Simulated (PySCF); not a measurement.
CHClOS, SMILES `Cl.O=C=S`.

Computed with PySCF, CAM-B3LYP/def2-TZVP, geometry: GFN2-xTB. The pair's geometry is semi-empirical, so its contact may be too short or too long. GFN2-xTB bond lengths at metals and heavier atoms can be off by up to 0.1 Å and shapes distorted, which carries into these values.

Coordinates in Å:

```
Cl1     -2.0846    0.1457    0.0070
H2      -2.8448    1.1677   -0.0899
O3       0.7038   -1.6872   -0.0045
C4       1.0959   -0.6017   -0.0025
S5       1.6298    0.8414    0.0013
```

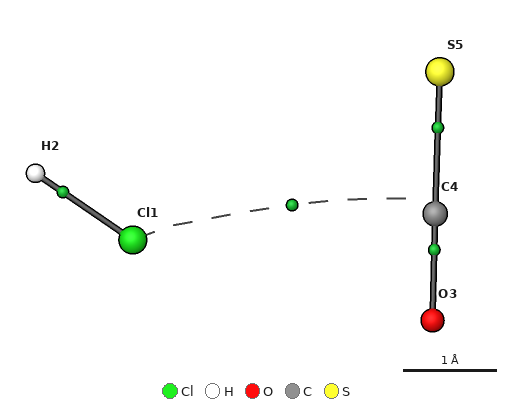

Molecular graph of the electron density (QTAIM): bond paths, bond critical points (green), ring points (magenta, if any); weak paths are dashed.

How many critical points of each kind are there, and does the count close?

5 nuclei, 4 bond, 0 ring and 0 cage critical points: 5 − 4 + 0 − 0 = 1, as the Poincaré–Hopf relation requires.

Tabulate density, Laplacian, ellipticity and energy density at the bond critical points (atomic units).

```
  bond  length (Å)  ρ (a.u.)  ∇²ρ (a.u.)     ε  H (a.u.)
 O3–C4       1.154     0.476       +0.35  0.00    −0.893
 C4–S5       1.539     0.251       +0.50  0.00    −0.296
Cl1–H2       1.277     0.248       −0.71  0.00    −0.230
Cl1–C4       3.267     0.007       +0.03  2.58    +0.001
```

What kind of interaction is O3–C4?

Polar or intermediate (positive Laplacian, negative energy density H): ρ = 0.476, ∇²ρ = +0.35, H = −0.893 a.u.

Are there bond paths between atoms that aren't covalently bonded?

Yes: Cl1–C4 (3.27 Å, ρ = 0.007).
